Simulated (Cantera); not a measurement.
Charge: 1 mol CuO, 0.63 mol C, 0.84 mol N2, held at 0.00133 bar.

These are equilibrium values from Cantera (NASA tables, ideal gas, pure condensed phases), not measurements of a reactor. Candidate condensed phases: C, Cu, CuO, Cu2O; 27 gas species. Rates play no part.

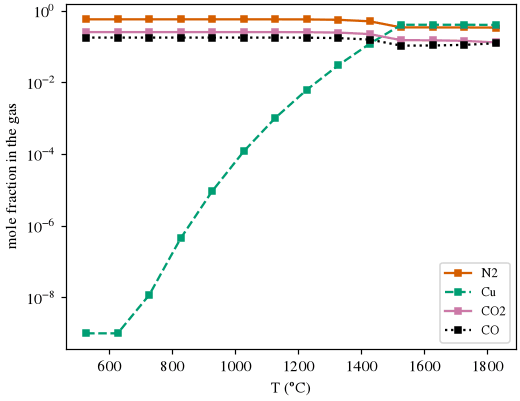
Fig. 1. Equilibrium gas composition (values under 1e-9 drawn at 1e-9)

Task: Read off the mole fractions at 1527 °C.

Result: Cu about 0.40, N2 about 0.34, CO2 about 0.15, CO about 0.11.
